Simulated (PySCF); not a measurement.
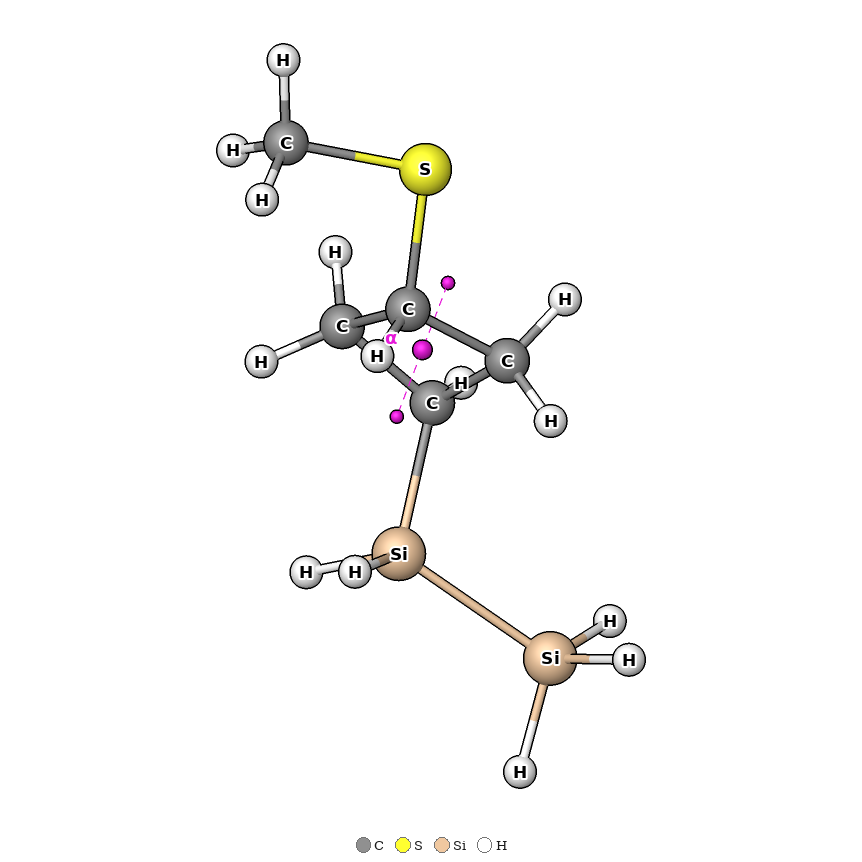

The small points mark where nucleus-independent chemical shifts (NICS) were computed: at the centre of each lettered ring and 1 Å above and below it. Computed geometry: GFN2-xTB optimisation. No frequency run is at hand to confirm it as a minimum. Level of theory: GIAO PBE0/pcSseg-1 NMR shielding, non-relativistic, gas phase (PySCF 2.14.0).

Give NICS(0), NICS(1) and the out-of-plane component NICS(1)zz for each ring (means of the two sides).

```tsv
ring	members	NICS(0)	NICS(1)	NICS(1)zz
α	C4	−0.6	−0.4	3.8
```

Values in ppm.

The geometry is semi-empirical. Around Si such bond lengths and angles can be off by a tenth of an ångström or more and by several degrees, and values that hang on the shape move with them.
